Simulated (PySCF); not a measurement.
# The bond of AlC−, level by level

Aim: find the lowest electronic state of AlC−, scan its bond at several levels of theory, and get bond length, wavenumber and dissociation energy from each curve.

Method: Al aug-cc-pVDZ-DK, C aug-cc-pVDZ-DK, spin-free X2C with a Gaussian nucleus; program: PySCF 2.14.0.

2 further runs of the same task are left out: 2 set aside as unsound or not needed.

## (1) The job

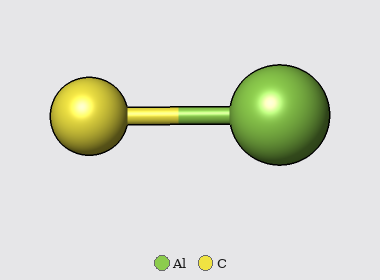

The two atoms at the starting distance (aluminium green, carbon yellow).

A driver script around PySCF takes these settings:

```yaml
atoms: Al, C
charge: -1
basis: Al aug-cc-pVDZ-DK, C aug-cc-pVDZ-DK
Hamiltonian: spin-free X2C with a Gaussian nucleus
basis_functions: 50
electrons_treated: 20
masses_in_u: 26.9815, 12.0000
levels: PBE0, PBE, r²SCAN, BP86, MN15, B3LYP, CAM-B3LYP, HF, MP2, SCS-MP2, CCSD, CCSD(T)
grid: 80 radial by 434 angular points
occupations: held fixed by the projection of orbital angular momentum
dissociation_limit: Al + C−, each in its ground configuration
starting_distance_in_angstrom: 2.005
values_of_2S_to_try: 0, 2, 4
```

On the command line:

```console
OMP_NUM_THREADS=1 python dia.py task.json out
```

After the search, every level is run at each distance in turn; below they are sorted by level.

## (2) The PBE0 curve of the state that the search chose

State followed: ³Π (triplet), unpaired electrons σ ↑, π ↑. The scan is laid around 1.908 Å.

Output of the SCF at 1.908 Å:

```text
******** <class 'pyscf.dft.uks_symm.SymAdaptedUKS'> ********
method = SymAdaptedUKS
initial guess = minao
damping factor = 0
level_shift factor = 0
DIIS = <class 'pyscf.scf.diis.CDIIS'>
diis_start_cycle = 1
diis_space = 10
diis_damp = 0
SCF conv_tol = 1e-09
SCF conv_tol_grad = None
SCF max_cycles = 60
direct_scf = False
max_memory 909 MB (current use 293 MB)
number electrons alpha = 11  beta = 9
XC library pyscf.dft.libxc version 7.0.0
    S. Lehtola, C. Steigemann, M. J.T. Oliveira, and M. A.L. Marques.,  SoftwareX 7, 1–5 (2018)
XC functionals = PBE0
    C. Adamo and V. Barone.,  J. Chem. Phys. 110, 6158 (1999)
    M. Ernzerhof and G. E. Scuseria.,  J. Chem. Phys. 110, 5029 (1999)
small_rho_cutoff = 0
Overwritten attributes  get_jk get_j get_occ get_hcore get_k  of <class 'pyscf.dft.uks_symm.SymAdaptedUKS'>
<class 'pyscf.dft.uks_symm.SymAdaptedUKS'> does not have attributes  refdm
Set gradient conv threshold to 3.16228e-05
init E= -280.658348631201
cycle= 1 E= -280.66515810309  delta_E= -0.00681  |g|= 0.0124  |ddm|= 0.106
cycle= 2 E= -280.664394491988  delta_E= 0.000764  |g|= 0.0331  |ddm|= 0.0803
cycle= 3 E= -280.665346915314  delta_E= -0.000952  |g|= 0.0028  |ddm|= 0.0546
cycle= 4 E= -280.665356218754  delta_E= -9.3e-06  |g|= 0.0015  |ddm|= 0.00967
cycle= 5 E= -280.665364011397  delta_E= -7.79e-06  |g|= 0.000659  |ddm|= 0.00751
cycle= 6 E= -280.665371554038  delta_E= -7.54e-06  |g|= 0.000269  |ddm|= 0.0141
cycle= 7 E= -280.66537248731  delta_E= -9.33e-07  |g|= 7.29e-05  |ddm|= 0.00581
cycle= 8 E= -280.665372521113  delta_E= -3.38e-08  |g|= 3.33e-05  |ddm|= 0.000785
cycle= 9 E= -280.665372525434  delta_E= -4.32e-09  |g|= 6.97e-06  |ddm|= 0.000323
cycle= 10 E= -280.665372525672  delta_E= -2.38e-10  |g|= 1.67e-06  |ddm|= 6.58e-05
Extra cycle  E= -280.665372525685  delta_E= -1.35e-11  |g|= 2.21e-06  |ddm|= 1.43e-05
converged SCF energy = -280.665372525685  <S^2> = 2.1435387  2S+1 = 3.0942131
```

The curve and what changes along it:

```tsv
R (Å)	E (eV)	μ (D)	Mulliken charge of Al (e)	Mayer bond order	⟨S²⟩	HOMO (eV)	LUMO (eV)
1.6409	0.7814	-0.82	-0.44	2.05	2.04	0.16	2.32
1.7172	0.3420	-1.11	-0.42	1.99	2.05	0.29	2.35
1.7935	0.1033	-1.37	-0.40	1.92	2.08	0.41	2.36
1.8508	0.0209	-1.52	-0.38	1.85	2.10	0.49	2.36
1.9080	0.0000	-1.64	-0.36	1.76	2.14	0.56	2.35
1.9652	0.0245	-1.72	-0.35	1.67	2.20	0.62	2.34
2.0416	0.1062	-1.77	-0.34	1.51	2.28	0.68	2.31
2.1370	0.2557	-1.78	-0.34	1.31	2.41	0.72	2.28
2.2514	0.4672	-1.80	-0.34	1.08	2.54	0.73	2.24
2.4041	0.7595	-1.94	-0.34	0.84	2.68	0.72	2.21
```

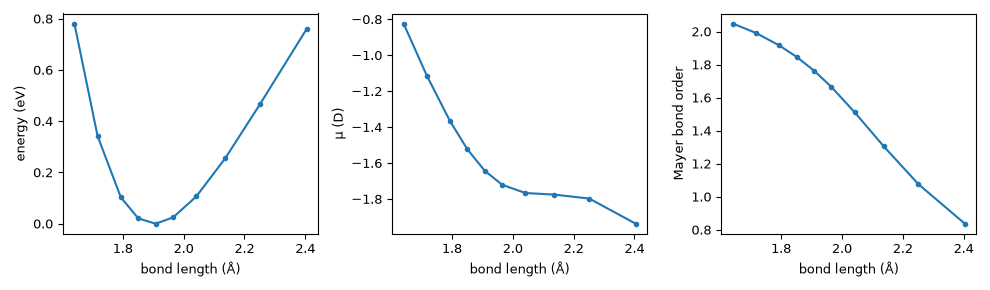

The PBE0 energy and properties against bond length.

The fit gives Re = 1.903 Å, ωe = 682 cm⁻¹, ωexe = 7.26 cm⁻¹, αe = 0.00673 cm⁻¹, Be = 0.5605 cm⁻¹, De = 3.03 eV, μ = -1.63 D.

Orbitals nearest the gap at 1.908 Å:

```tsv
spin	orbital	ε (eV)	filled	made of
α	σ	-10.88	yes	C s 84 %, Al s 9 %
β	σ	-8.15	yes	C s 72 %, Al s 19 %
α	σ	-3.49	yes	Al s 52 %, C p 39 %, C s 9 %
β	σ	-1.98	yes	Al s 70 %, C s 12 %, Al p 11 %
α	π	-1.29	yes	C p 82 %, Al p 16 %
α	σ	-0.74	yes	Al s 33 %, Al p 33 %, C p 29 %
α	π	-0.55	yes	C p 81 %, Al p 17 %
β	π	0.56	yes	Al p 55 %, C p 44 %
β	π	2.35	no	Al p 84 %, C p 16 %
β	σ	2.61	no	Al s 65 %, C p 44 %, Al p 9 %
α	π	2.91	no	diffuse, shares unclear
α	σ	3.05	no	diffuse, shares unclear
```

## (3) Orbitals, density and potential

Orbitals, density, ELF and potential are computed afterwards from the orbital file.

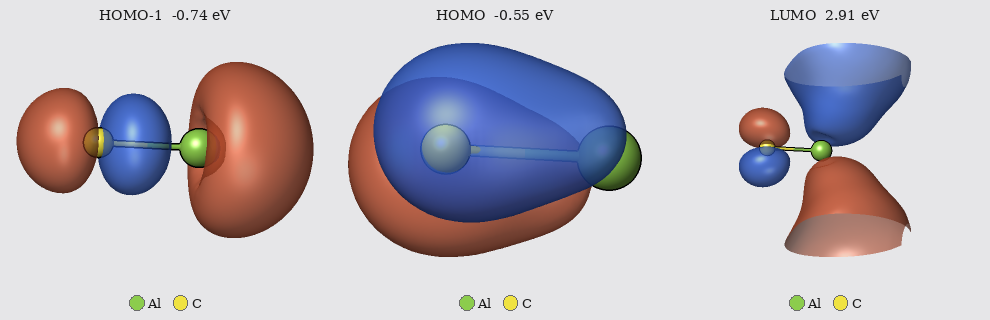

Frontier orbitals at PBE0 (alpha spin); each surface holds 70 % of the orbital's density, blue and red mark the sign. The LUMO is diffuse and is cut off by the edge of the grid.

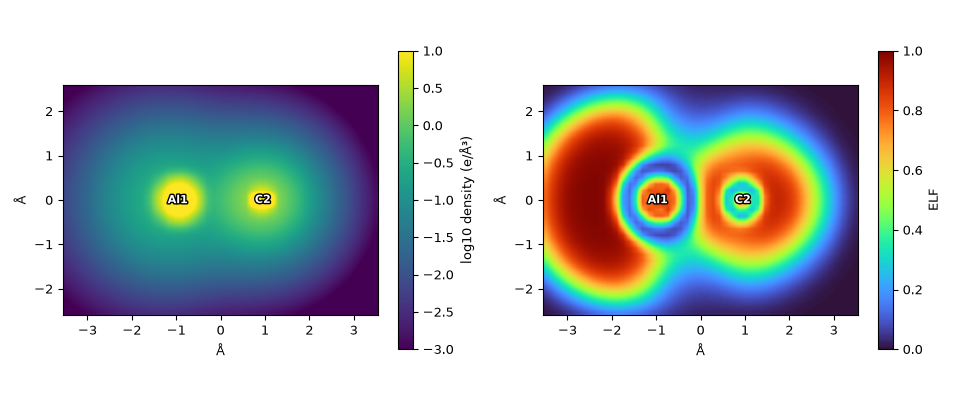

Density (left) and ELF (right) in a plane through or near 2 of the atoms.

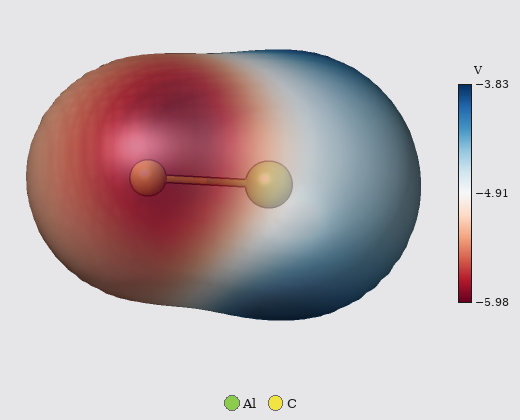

Electrostatic potential on the surface of density 0.002 e/bohr³; red is low, blue high. It runs, from the 1st to the 99th percentile, from -5.98 V near C2 to -3.83 V near Al1.

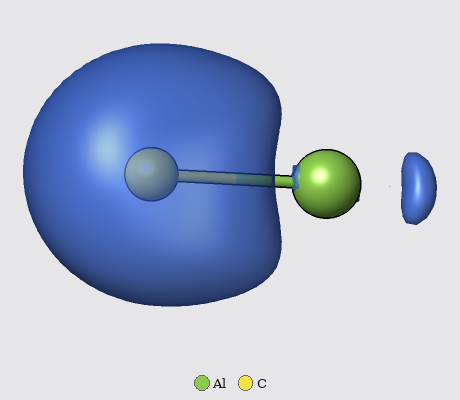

Spin density at ±0.04 e/Å³ (alpha excess blue, beta excess red).

## (4) Other states along the same grid

State 2: Ms = 0 determinant of mixed spin (⟨S²⟩ = 1.02), unpaired electrons σ ↑, π ↓, an excited solution.

The SCF at the reference distance, 1.908 Å, printed:

```text
[... 13 set-up lines left out, the same as in an earlier log ...]
max_memory 909 MB (current use 311 MB)
number electrons alpha = 10  beta = 10
[... 7 set-up lines left out, the same as in an earlier log ...]
init E= -280.647457144948
cycle= 1 E= -280.654356476838  delta_E= -0.0069  |g|= 0.0125  |ddm|= 0.109
cycle= 2 E= -280.653453471489  delta_E= 0.000903  |g|= 0.0355  |ddm|= 0.082
cycle= 3 E= -280.654525838969  delta_E= -0.00107  |g|= 0.00288  |ddm|= 0.0579
cycle= 4 E= -280.654533066626  delta_E= -7.23e-06  |g|= 0.000984  |ddm|= 0.0115
cycle= 5 E= -280.654534005125  delta_E= -9.38e-07  |g|= 8.24e-05  |ddm|= 0.00215
cycle= 6 E= -280.654534031285  delta_E= -2.62e-08  |g|= 2.62e-05  |ddm|= 0.000661
cycle= 7 E= -280.654534035044  delta_E= -3.76e-09  |g|= 1.22e-05  |ddm|= 0.000229
cycle= 8 E= -280.654534035888  delta_E= -8.44e-10  |g|= 5.56e-06  |ddm|= 9.92e-05
Extra cycle  E= -280.654534036126  delta_E= -2.38e-10  |g|= 5.37e-06  |ddm|= 3.8e-05
converged SCF energy = -280.654534036126  <S^2> = 1.0192129  2S+1 = 2.253187
```

Re = 1.890 Å, ωe = 736 cm⁻¹; the determinant mixes terms (⟨S²⟩ = 1.02, ⟨Lz²⟩ = 1.04), so these belong to no real state. Its minimum lies 0.29 eV above that of the lowest state.

Energy (eV) from the lowest point of the lowest state:

```tsv
R (Å)	lowest	state 2
1.641	0.781	1.057
1.717	0.342	0.618
1.794	0.103	0.382
1.851	0.021	0.306
1.908	0.000	0.295
1.965	0.025	0.334
2.042	0.106	0.444
2.137	0.256	0.645
2.251	0.467	0.938
2.404	0.760	1.363
```

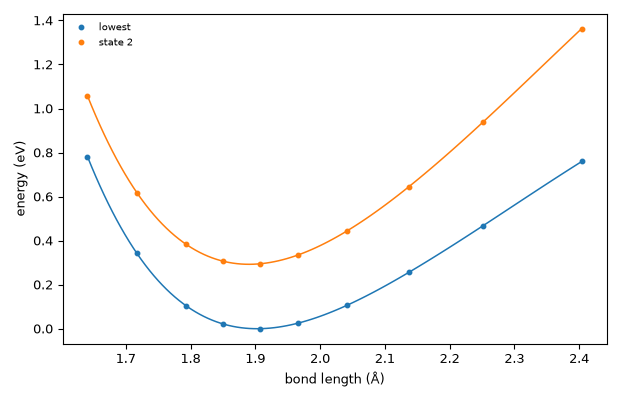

PBE0 curves of the followed states.

## (5) PBE (GGA)

Log of the SCF at 1.908 Å:

```text
[... 17 set-up lines left out, the same as in an earlier log ...]
XC functionals = PBE
    J. P. Perdew, K. Burke, and M. Ernzerhof.,  Phys. Rev. Lett. 77, 3865 (1996)
    J. P. Perdew, K. Burke, and M. Ernzerhof.,  Phys. Rev. Lett. 78, 1396 (1997)
    J. P. Perdew, K. Burke, and M. Ernzerhof.,  Phys. Rev. Lett. 77, 3865 (1996)
    J. P. Perdew, K. Burke, and M. Ernzerhof.,  Phys. Rev. Lett. 78, 1396 (1997)
[... 2 set-up lines left out, the same as in an earlier log ...]
init E= -280.646256927568
cycle= 1 E= -280.648243279438  delta_E= -0.00199  |g|= 0.00944  |ddm|= 0.231
cycle= 2 E= -280.647143524631  delta_E= 0.0011  |g|= 0.0395  |ddm|= 0.0992
cycle= 3 E= -280.648522311928  delta_E= -0.00138  |g|= 0.00374  |ddm|= 0.0632
cycle= 4 E= -280.648574253045  delta_E= -5.19e-05  |g|= 0.00244  |ddm|= 0.0255
cycle= 5 E= -280.648603827516  delta_E= -2.96e-05  |g|= 0.00174  |ddm|= 0.0237
cycle= 6 E= -280.648615549463  delta_E= -1.17e-05  |g|= 0.000556  |ddm|= 0.0173
cycle= 7 E= -280.648616295712  delta_E= -7.46e-07  |g|= 0.000166  |ddm|= 0.00472
cycle= 8 E= -280.648616330942  delta_E= -3.52e-08  |g|= 2.47e-05  |ddm|= 0.000519
cycle= 9 E= -280.648616331591  delta_E= -6.49e-10  |g|= 1.41e-05  |ddm|= 0.000135
Extra cycle  E= -280.648616327229  delta_E= 4.36e-09  |g|= 7.13e-05  |ddm|= 0.000168
converged SCF energy = -280.648616327229  <S^2> = 2.0481296  2S+1 = 3.0319166
```

Re = 1.913 Å, ωe = 689 cm⁻¹, ωexe = 5.45 cm⁻¹, αe = 0.00554 cm⁻¹, Be = 0.5548 cm⁻¹, De = 3.27 eV, μ = -1.84 D.

## (6) r²SCAN

Log of the SCF at 1.908 Å:

```text
[... 17 set-up lines left out, the same as in an earlier log ...]
XC functionals = R2SCAN
    J. W. Furness, A. D. Kaplan, J. Ning, J. P. Perdew, and J. Sun.,  J. Phys. Chem. Lett. 11, 8208-8215 (2020)
    J. W. Furness, A. D. Kaplan, J. Ning, J. P. Perdew, and J. Sun.,  J. Phys. Chem. Lett. 11, 9248-9248 (2020)
    J. W. Furness, A. D. Kaplan, J. Ning, J. P. Perdew, and J. Sun.,  J. Phys. Chem. Lett. 11, 8208-8215 (2020)
    J. W. Furness, A. D. Kaplan, J. Ning, J. P. Perdew, and J. Sun.,  J. Phys. Chem. Lett. 11, 9248-9248 (2020)
[... 2 set-up lines left out, the same as in an earlier log ...]
init E= -280.779478057612
cycle= 1 E= -280.779953746503  delta_E= -0.000476  |g|= 0.00525  |ddm|= 0.149
cycle= 2 E= -280.779765404216  delta_E= 0.000188  |g|= 0.016  |ddm|= 0.0392
cycle= 3 E= -280.78000264464  delta_E= -0.000237  |g|= 0.00197  |ddm|= 0.0278
cycle= 4 E= -280.78000968126  delta_E= -7.04e-06  |g|= 0.00114  |ddm|= 0.0112
cycle= 5 E= -280.780013879156  delta_E= -4.2e-06  |g|= 0.000877  |ddm|= 0.00749
cycle= 6 E= -280.780016262572  delta_E= -2.38e-06  |g|= 0.000227  |ddm|= 0.00556
cycle= 7 E= -280.78001686679  delta_E= -6.04e-07  |g|= 6.2e-05  |ddm|= 0.00456
cycle= 8 E= -280.780016883153  delta_E= -1.64e-08  |g|= 1.83e-05  |ddm|= 0.00065
cycle= 9 E= -280.780016884466  delta_E= -1.31e-09  |g|= 8.81e-06  |ddm|= 0.000211
cycle= 10 E= -280.780016884574  delta_E= -1.08e-10  |g|= 5.73e-07  |ddm|= 4.41e-05
Extra cycle  E= -280.780016884574  delta_E= -1.14e-13  |g|= 1.05e-06  |ddm|= 4.12e-06
converged SCF energy = -280.780016884574  <S^2> = 2.1765657  2S+1 = 3.1154876
```

Re = 1.908 Å, ωe = 680 cm⁻¹, ωexe = 6.35 cm⁻¹, αe = 0.00627 cm⁻¹, Be = 0.5575 cm⁻¹, De = 3.16 eV, μ = -1.37 D. 12 s of CPU time for 12 points, integrals apart.

## (7) BP86 (GGA)

Log of the SCF at 1.908 Å:

```text
[... 13 set-up lines left out, the same as in an earlier log ...]
max_memory 909 MB (current use 321 MB)
[... 3 set-up lines left out, the same as in an earlier log ...]
XC functionals = B88,P86
    A. D. Becke.,  Phys. Rev. A 38, 3098 (1988)
    J. P. Perdew.,  Phys. Rev. B 33, 8822 (1986)
[... 2 set-up lines left out, the same as in an earlier log ...]
init E= -280.855600693227
cycle= 1 E= -280.85768266463  delta_E= -0.00208  |g|= 0.00892  |ddm|= 0.237
cycle= 2 E= -280.856989655221  delta_E= 0.000693  |g|= 0.0333  |ddm|= 0.0906
cycle= 3 E= -280.857979218394  delta_E= -0.00099  |g|= 0.00354  |ddm|= 0.0546
cycle= 4 E= -280.858033873736  delta_E= -5.47e-05  |g|= 0.00247  |ddm|= 0.0253
cycle= 5 E= -280.858066773386  delta_E= -3.29e-05  |g|= 0.00188  |ddm|= 0.0268
cycle= 6 E= -280.858076520436  delta_E= -9.75e-06  |g|= 0.000692  |ddm|= 0.0147
cycle= 7 E= -280.858077357793  delta_E= -8.37e-07  |g|= 0.000199  |ddm|= 0.00431
cycle= 8 E= -280.858077411253  delta_E= -5.35e-08  |g|= 2.1e-05  |ddm|= 0.000644
cycle= 9 E= -280.858077411937  delta_E= -6.84e-10  |g|= 6.6e-06  |ddm|= 0.00015
Extra cycle  E= -280.858077411632  delta_E= 3.05e-10  |g|= 2.01e-05  |ddm|= 8.03e-05
converged SCF energy = -280.858077411632  <S^2> = 2.0416969  2S+1 = 3.0276703
```

Re = 1.913 Å, ωe = 688 cm⁻¹, ωexe = 5.36 cm⁻¹, αe = 0.00552 cm⁻¹, Be = 0.5544 cm⁻¹, De = 3.26 eV, μ = -1.91 D.

(Part 1 of 2 ends here.)
